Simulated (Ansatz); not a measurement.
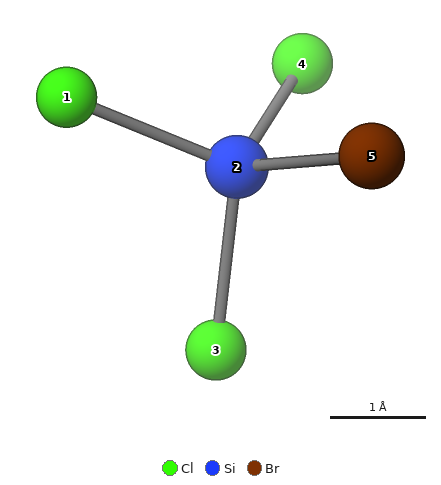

*The starting structure (ball-and-stick view, seen at a tilt; atoms are numbered from 1 in the order of the input).*

**SiBrCl3: molecular dynamics**

SiBrCl3, computed with RKS BLYP-d3bjatm/6-31G* (Ansatz 0.2.0).

The geometry comes from this level: PBE0-D4/def2-TZVP. Figures and captions count atoms from 1; the log counts them from 0 in places.

Input file
```yaml
crystal:
  periodic: [false, false, false]
  atoms:
    - {symbol: Cl, position_ang: [-0.852880, -0.217682, 1.821586]}
    - {symbol: Si, position_ang: [0.003445, -0.042577, -0.003195]}
    - {symbol: Cl, position_ang: [1.690477, -1.158176, -0.059225]}
    - {symbol: Cl, position_ang: [-1.285660, -0.709676, -1.412792]}
    - {symbol: Br, position_ang: [0.494418, 2.054411, -0.387875]}
basis:
  gaussian: {orbitals: "6-31G*"}
hamiltonian: {xc: {name: BLYP}, dispersion: d3bjatm}
md: {timestep: 0.5 fs, n_steps: 20, ensemble: nvt_langevin, temperature: 700, initial_velocities: maxwell_boltzmann, friction: 0.01, seed: 874}
```

Hardware: 4 threads of Arm Neoverse V2, 23 GiB of memory available, shared host.

Run as:
```bash
ansatz run in.yaml --threads 4 --pin off --events-out ev --progress --plain --max-ram 10444MiB
```

What the program printed
```
Functional definition: BLYP
  name "BLYP"
  cite "Becke, Phys. Rev. A 38, 3098 (1988) doi:10.1103/PhysRevA.38.3098"
  cite "Lee, Yang & Parr, Phys. Rev. B 37, 785 (1988) doi:10.1103/PhysRevB.37.785"
  parameter beta = 0.0042
  parameter a = 0.04918
  parameter b = 0.132
  parameter c = 0.2533
  parameter d = 0.349
  exchange = b88_x(beta = beta)
  correlation = lyp_c(a = a, b = b, c = c, d = d)
1233 factors; their error is unknown
mean field evaluation 1: about -115486.3186 eV, gradient 1.9e1 eV
mean field evaluation 2: about -115486.0287 eV, gradient 2.2e1 eV
mean field evaluation 4: about -115487.2263 eV, gradient 1.2e0 eV
mean field evaluation 8: about -115487.2281 eV, gradient 5.8e-3 eV
mean field evaluation 16: about -115487.1693 eV, gradient 1.2e-5 eV
mean field -115487.16933087 eV, -4244.0751928944 hartree, gradient 1.2e-5 eV, S^2 0.000000; 0 other end points of the search recorded, 0 dependent functions left out
the calculation of the forces begins
reference -115487.16965532 eV, -4244.0752048179 hartree; 50, 50 occupied and 61, 61 virtual orbitals, 1233 factors
md step     0: t =     0.00 fs  T =   560.0 K  F+E_penalty+E_count = -115487.76321900 eV  E_kin = 0.361928 eV  (25 SCF iters)
these checks for a lower state are left out or cut short: starts, cluster_reference, orbital_swaps, neighbouring_geometries, increment
1233 factors; their error is unknown
mean field -115487.17017040 eV, -4244.0752237467 hartree, gradient 1.1e-5 eV, S^2 0.000000; 0 other end points of the search recorded, 0 dependent functions left out
[... from here on the field's lines of each further geometry are left out, up to the last ...]
md step     1: t =     0.50 fs  T =   537.4 K  F+E_penalty+E_count = -115487.76389040 eV  E_kin = 0.347307 eV  (28 SCF iters)
md step     2: t =     1.00 fs  T =   578.4 K  F+E_penalty+E_count = -115487.76431944 eV  E_kin = 0.373836 eV  (28 SCF iters)
md step     3: t =     1.50 fs  T =   548.5 K  F+E_penalty+E_count = -115487.76433221 eV  E_kin = 0.354519 eV  (28 SCF iters)
md step     4: t =     2.00 fs  T =   502.8 K  F+E_penalty+E_count = -115487.76386378 eV  E_kin = 0.324946 eV  (28 SCF iters)
md step     5: t =     2.50 fs  T =   483.2 K  F+E_penalty+E_count = -115487.76288515 eV  E_kin = 0.312319 eV  (28 SCF iters)
md step     6: t =     3.00 fs  T =   496.3 K  F+E_penalty+E_count = -115487.76159810 eV  E_kin = 0.320780 eV  (28 SCF iters)
md step     7: t =     3.50 fs  T =   441.7 K  F+E_penalty+E_count = -115487.76043526 eV  E_kin = 0.285477 eV  (28 SCF iters)
md step     8: t =     4.00 fs  T =   493.6 K  F+E_penalty+E_count = -115487.75877171 eV  E_kin = 0.319020 eV  (29 SCF iters)
md step     9: t =     4.50 fs  T =   542.8 K  F+E_penalty+E_count = -115487.75637726 eV  E_kin = 0.350783 eV  (28 SCF iters)
md step    10: t =     5.00 fs  T =   551.9 K  F+E_penalty+E_count = -115487.75347657 eV  E_kin = 0.356683 eV  (28 SCF iters)
md step    11: t =     5.50 fs  T =   557.1 K  F+E_penalty+E_count = -115487.74996341 eV  E_kin = 0.360032 eV  (29 SCF iters)
md step    12: t =     6.00 fs  T =   574.2 K  F+E_penalty+E_count = -115487.74614151 eV  E_kin = 0.371130 eV  (28 SCF iters)
md step    13: t =     6.50 fs  T =   562.0 K  F+E_penalty+E_count = -115487.74221869 eV  E_kin = 0.363194 eV  (28 SCF iters)
md step    14: t =     7.00 fs  T =   547.1 K  F+E_penalty+E_count = -115487.73850301 eV  E_kin = 0.353588 eV  (28 SCF iters)
md step    15: t =     7.50 fs  T =   505.2 K  F+E_penalty+E_count = -115487.73496345 eV  E_kin = 0.326519 eV  (28 SCF iters)
md step    16: t =     8.00 fs  T =   510.2 K  F+E_penalty+E_count = -115487.73104520 eV  E_kin = 0.329758 eV  (28 SCF iters)
md step    17: t =     8.50 fs  T =   526.1 K  F+E_penalty+E_count = -115487.72701380 eV  E_kin = 0.340036 eV  (26 SCF iters)
md step    18: t =     9.00 fs  T =   548.1 K  F+E_penalty+E_count = -115487.72368805 eV  E_kin = 0.354238 eV  (28 SCF iters)
md step    19: t =     9.50 fs  T =   509.7 K  F+E_penalty+E_count = -115487.72145339 eV  E_kin = 0.329416 eV  (28 SCF iters)
the calculation of the forces begins
reference -115487.13255653 eV, -4244.0738414624 hartree; 50, 50 occupied and 61, 61 virtual orbitals, 1233 factors
1233 factors; their error is unknown
mean field evaluation 192: about -115487.1322 eV, gradient 1.6e-5 eV
mean field -115487.13223044 eV, -4244.0738294789 hartree, gradient 1.3e-5 eV, S^2 0.000000; 1 other end points of the search recorded, 0 dependent functions left out
the calculation of the forces begins
reference -115487.13255653 eV, -4244.0738414624 hartree; 50, 50 occupied and 61, 61 virtual orbitals, 1233 factors
md step    20: t =    10.00 fs  T =   492.6 K  F+E_penalty+E_count = -115487.72012280 eV  E_kin = 0.318362 eV  (26 SCF iters)
```

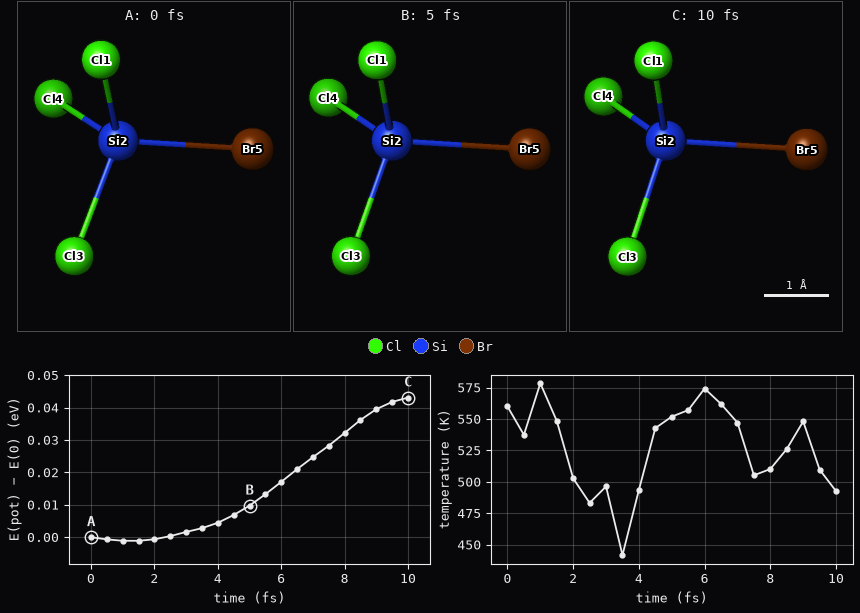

*Frames of the molecular dynamics (ball-and-stick, seen at a tilt) above the curves, on which the letters mark them.*

The trajectory kept here has 21 frames over 10 fs. The temperature starts at 560 K, ranges from 442 to 578 K and averages 535 K over the second half. The potential energy ends 0.043 eV above its first value. After an unweighted best fit of the last frame on the first, the root-mean-square displacement is 0.04 Å.

```
Total energy: -115487.72044889 eV, -4244.0954461081 hartree
Atom 0 at    -0.804954    -0.197440     1.839967 Å, force    -0.592552    -0.198014     1.198688 eV/Å
Atom 1 at    -0.020777    -0.106995     0.000423 Å, force     0.304173     1.682539    -0.553989 eV/Å
Atom 2 at     1.701354    -1.143238    -0.059552 Å, force     0.837907    -0.724372    -0.136539 eV/Å
Atom 3 at    -1.366612    -0.731394    -1.381004 Å, force    -0.396870    -0.314851    -0.486223 eV/Å
Atom 4 at     0.503357     2.087233    -0.391234 Å, force    -0.152658    -0.445301    -0.021936 eV/Å
Dipole moment:    -0.025814    -0.119636     0.016683 e Å
```

Trajectory as extended XYZ (Å, eV, eV/Å), 21 frames, from step=0 to step=20
```
5
Properties=species:S:1:pos:R:3:forces:R:3 step=0 time_fs=0.0 energy=-115487.76322 temperature=560.0
Cl   -0.8529   -0.2177    1.8216   -0.3958  -0.0926   0.8396
Si    0.0034   -0.0426   -0.0032    0.0343   0.1463  -0.0270
Cl    1.6905   -1.1582   -0.0592    0.7712  -0.5241  -0.0234
Cl   -1.2857   -0.7097   -1.4128   -0.5944  -0.3184  -0.6445
Br    0.4944    2.0544   -0.3879    0.1847   0.7888  -0.1447
5
Properties=species:S:1:pos:R:3:forces:R:3 step=1 time_fs=0.5 energy=-115487.76389 temperature=537.4
Cl   -0.8498   -0.2170    1.8217   -0.4165  -0.1005   0.8816
Si    0.0028   -0.0460   -0.0025    0.0355   0.2485  -0.0895
Cl    1.6907   -1.1569   -0.0600    0.7951  -0.5471  -0.0285
Cl   -1.2893   -0.7117   -1.4113   -0.5780  -0.3131  -0.6283
Br    0.4947    2.0559   -0.3884    0.1639   0.7121  -0.1354
5
Properties=species:S:1:pos:R:3:forces:R:3 step=2 time_fs=1.0 energy=-115487.76432 temperature=578.4
Cl   -0.8470   -0.2162    1.8220   -0.4350  -0.1080   0.9198
Si    0.0020   -0.0494   -0.0018    0.0375   0.3481  -0.1476
Cl    1.6911   -1.1556   -0.0607    0.8152  -0.5678  -0.0337
Cl   -1.2932   -0.7135   -1.4097   -0.5612  -0.3086  -0.6123
Br    0.4950    2.0576   -0.3888    0.1436   0.6363  -0.1262
5
Properties=species:S:1:pos:R:3:forces:R:3 step=3 time_fs=1.5 energy=-115487.76433 temperature=548.5
Cl   -0.8443   -0.2153    1.8224   -0.4530  -0.1153   0.9569
Si    0.0011   -0.0527   -0.0010    0.0411   0.4467  -0.2040
Cl    1.6914   -1.1542   -0.0611    0.8331  -0.5872  -0.0391
Cl   -1.2973   -0.7150   -1.4080   -0.5445  -0.3045  -0.5969
Br    0.4952    2.0594   -0.3892    0.1233   0.5602  -0.1169
5
Properties=species:S:1:pos:R:3:forces:R:3 step=4 time_fs=2.0 energy=-115487.76386 temperature=502.8
Cl   -0.8419   -0.2144    1.8228   -0.4712  -0.1222   0.9937
Si    0.0002   -0.0558   -0.0003    0.0415   0.5396  -0.2617
Cl    1.6915   -1.1530   -0.0612    0.8508  -0.6061  -0.0449
Cl   -1.3014   -0.7162   -1.4067   -0.5253  -0.2992  -0.5790
Br    0.4954    2.0613   -0.3894    0.1042   0.4878  -0.1081
5
Properties=species:S:1:pos:R:3:forces:R:3 step=5 time_fs=2.5 energy=-115487.76289 temperature=483.2
Cl   -0.8394   -0.2136    1.8229   -0.4889  -0.1289   1.0294
Si   -0.0006   -0.0589    0.0002    0.0439   0.6274  -0.3151
Cl    1.6918   -1.1518   -0.0613    0.8663  -0.6232  -0.0509
Cl   -1.3054   -0.7175   -1.4054   -0.5074  -0.2945  -0.5630
Br    0.4957    2.0632   -0.3895    0.0861   0.4192  -0.1004
5
Properties=species:S:1:pos:R:3:forces:R:3 step=6 time_fs=3.0 energy=-115487.76160 temperature=496.3
Cl   -0.8369   -0.2127    1.8234   -0.5032  -0.1350   1.0572
Si   -0.0015   -0.0620    0.0005    0.0442   0.7152  -0.3574
Cl    1.6920   -1.1508   -0.0615    0.8828  -0.6409  -0.0570
Cl   -1.3093   -0.7186   -1.4041   -0.4922  -0.2912  -0.5496
Br    0.4960    2.0650   -0.3896    0.0685   0.3520  -0.0932
5
Properties=species:S:1:pos:R:3:forces:R:3 step=7 time_fs=3.5 energy=-115487.76044 temperature=441.7
Cl   -0.8344   -0.2117    1.8243   -0.5140  -0.1403   1.0756
Si   -0.0026   -0.0650    0.0007    0.0494   0.7964  -0.3864
Cl    1.6921   -1.1501   -0.0616    0.8939  -0.6548  -0.0631
Cl   -1.3131   -0.7196   -1.4029   -0.4809  -0.2896  -0.5394
Br    0.4963    2.0668   -0.3896    0.0516   0.2883  -0.0867
5
Properties=species:S:1:pos:R:3:forces:R:3 step=8 time_fs=4.0 energy=-115487.75877 temperature=493.6
Cl   -0.8319   -0.2107    1.8253   -0.5231  -0.1452   1.0889
Si   -0.0040   -0.0682    0.0005    0.0628   0.8792  -0.4021
Cl    1.6920   -1.1494   -0.0616    0.9027  -0.6680  -0.0696
Cl   -1.3170   -0.7204   -1.4016   -0.4770  -0.2919  -0.5366
Br    0.4966    2.0683   -0.3897    0.0346   0.2260  -0.0807
5
Properties=species:S:1:pos:R:3:forces:R:3 step=9 time_fs=4.5 energy=-115487.75638 temperature=542.8
Cl   -0.8293   -0.2097    1.8266   -0.5316  -0.1503   1.1002
Si   -0.0057   -0.0717    0.0003    0.0776   0.9680  -0.4122
Cl    1.6920   -1.1485   -0.0616    0.9135  -0.6832  -0.0764
Cl   -1.3209   -0.7212   -1.4002   -0.4764  -0.2965  -0.5371
Br    0.4969    2.0699   -0.3898    0.0169   0.1620  -0.0745
5
Properties=species:S:1:pos:R:3:forces:R:3 step=10 time_fs=5.0 energy=-115487.75348 temperature=551.9
Cl   -0.8266   -0.2086    1.8278   -0.5416  -0.1559   1.1147
Si   -0.0073   -0.0751    0.0002    0.0977   1.0543  -0.4251
Cl    1.6922   -1.1475   -0.0616    0.9205  -0.6961  -0.0832
Cl   -1.3248   -0.7219   -1.3986   -0.4761  -0.3014  -0.5378
Br    0.4971    2.0715   -0.3898   -0.0005   0.0992  -0.0687
5
Properties=species:S:1:pos:R:3:forces:R:3 step=11 time_fs=5.5 energy=-115487.74996 temperature=557.1
Cl   -0.8238   -0.2073    1.8290   -0.5538  -0.1617   1.1348
Si   -0.0090   -0.0786    0.0003    0.1200   1.1388  -0.4454
Cl    1.6924   -1.1467   -0.0613    0.9256  -0.7078  -0.0898
Cl   -1.3289   -0.7225   -1.3970   -0.4741  -0.3059  -0.5369
Br    0.4973    2.0731   -0.3899   -0.0178   0.0365  -0.0626
5
Properties=species:S:1:pos:R:3:forces:R:3 step=12 time_fs=6.0 energy=-115487.74614 temperature=574.2
Cl   -0.8212   -0.2062    1.8301   -0.5662  -0.1670   1.1561
Si   -0.0106   -0.0821    0.0006    0.1369   1.2207  -0.4717
Cl    1.6926   -1.1459   -0.0608    0.9316  -0.7197  -0.0965
Cl   -1.3331   -0.7233   -1.3953   -0.4673  -0.3077  -0.5316
Br    0.4978    2.0749   -0.3900   -0.0350  -0.0263  -0.0564
5
Properties=species:S:1:pos:R:3:forces:R:3 step=13 time_fs=6.5 energy=-115487.74222 temperature=562.0
Cl   -0.8190   -0.2051    1.8313   -0.5757  -0.1716   1.1720
Si   -0.0120   -0.0855    0.0009    0.1455   1.2998  -0.4932
Cl    1.6928   -1.1451   -0.0601    0.9395  -0.7326  -0.1034
Cl   -1.3374   -0.7241   -1.3936   -0.4576  -0.3084  -0.5246
Br    0.4982    2.0767   -0.3900   -0.0517  -0.0872  -0.0507
5
Properties=species:S:1:pos:R:3:forces:R:3 step=14 time_fs=7.0 energy=-115487.73850 temperature=547.1
Cl   -0.8168   -0.2039    1.8324   -0.5816  -0.1757   1.1815
Si   -0.0132   -0.0887    0.0008    0.1493   1.3722  -0.5080
Cl    1.6932   -1.1445   -0.0595    0.9456  -0.7444  -0.1103
Cl   -1.3419   -0.7250   -1.3918   -0.4463  -0.3085  -0.5169
Br    0.4988    2.0783   -0.3900   -0.0670  -0.1436  -0.0463
5
Properties=species:S:1:pos:R:3:forces:R:3 step=15 time_fs=7.5 energy=-115487.73496 temperature=505.2
Cl   -0.8147   -0.2027    1.8334   -0.5876  -0.1801   1.1927
Si   -0.0145   -0.0919    0.0008    0.1642   1.4349  -0.5235
Cl    1.6939   -1.1440   -0.0594    0.9417  -0.7500  -0.1159
Cl   -1.3464   -0.7261   -1.3900   -0.4368  -0.3091  -0.5108
Br    0.4994    2.0797   -0.3901   -0.0817  -0.1956  -0.0425
5
Properties=species:S:1:pos:R:3:forces:R:3 step=16 time_fs=8.0 energy=-115487.73104 temperature=510.2
Cl   -0.8128   -0.2016    1.8342   -0.5953  -0.1847   1.2091
Si   -0.0160   -0.0950    0.0009    0.1943   1.4940  -0.5416
Cl    1.6948   -1.1435   -0.0595    0.9297  -0.7504  -0.1204
Cl   -1.3505   -0.7272   -1.3880   -0.4318  -0.3113  -0.5089
Br    0.5001    2.0812   -0.3902   -0.0968  -0.2476  -0.0382
5
Properties=species:S:1:pos:R:3:forces:R:3 step=17 time_fs=8.5 energy=-115487.72701 temperature=526.1
Cl   -0.8107   -0.2005    1.8351   -0.6025  -0.1891   1.2242
Si   -0.0175   -0.0982    0.0009    0.2298   1.5512  -0.5578
Cl    1.6960   -1.1433   -0.0596    0.9127  -0.7474  -0.1247
Cl   -1.3544   -0.7284   -1.3861   -0.4279  -0.3139  -0.5080
Br    0.5009    2.0827   -0.3904   -0.1121  -0.3008  -0.0337
5
Properties=species:S:1:pos:R:3:forces:R:3 step=18 time_fs=9.0 energy=-115487.72369 temperature=548.1
Cl   -0.8086   -0.1995    1.8364   -0.6047  -0.1929   1.2289
Si   -0.0188   -0.1014    0.0009    0.2623   1.6027  -0.5658
Cl    1.6977   -1.1433   -0.0596    0.8901  -0.7414  -0.1289
Cl   -1.3584   -0.7294   -1.3841   -0.4213  -0.3163  -0.5049
Br    0.5018    2.0842   -0.3906   -0.1264  -0.3521  -0.0293
5
Properties=species:S:1:pos:R:3:forces:R:3 step=19 time_fs=9.5 energy=-115487.72145 temperature=509.7
Cl   -0.8068   -0.1985    1.8381   -0.6002  -0.1958   1.2180
Si   -0.0198   -0.1045    0.0008    0.2859   1.6473  -0.5619
Cl    1.6995   -1.1434   -0.0594    0.8651  -0.7338  -0.1329
Cl   -1.3625   -0.7304   -1.3823   -0.4110  -0.3169  -0.4980
Br    0.5026    2.0856   -0.3909   -0.1399  -0.4007  -0.0253
5
Properties=species:S:1:pos:R:3:forces:R:3 step=20 time_fs=10.0 energy=-115487.72012 temperature=492.6
Cl   -0.8050   -0.1974    1.8400   -0.5926  -0.1980   1.1987
Si   -0.0208   -0.1070    0.0004    0.3042   1.6825  -0.5540
Cl    1.7014   -1.1432   -0.0596    0.8379  -0.7244  -0.1365
Cl   -1.3666   -0.7314   -1.3810   -0.3969  -0.3149  -0.4862
Br    0.5034    2.0872   -0.3912   -0.1527  -0.4453  -0.0219
```

Results in brief

- outcome: finished
- mean temperature over the second half: 535 K
- trajectory: 20 steps, 10 fs
- ensemble: nvt_langevin
- temperature in the input: 700 K
- time step: 0.5 fs
- potential energy (last step): −115487.7204 eV
- mean-field energy (last step): −115487.1326 eV
- dispersion energy (last step): −0.5879 eV
- SCF solution under orbital rotations (last step): stable
- largest force (length of the vector) (last step): 1.797 eV/Å
- dipole moment (last step): 0.59 D
- wall time: 22 s (CPU time 79 s)
- peak memory: 0.43 GiB

Notes

So short a trajectory is not equilibrated. The logged temperature at the start can lie below the typed one, since it is counted over all degrees of freedom.
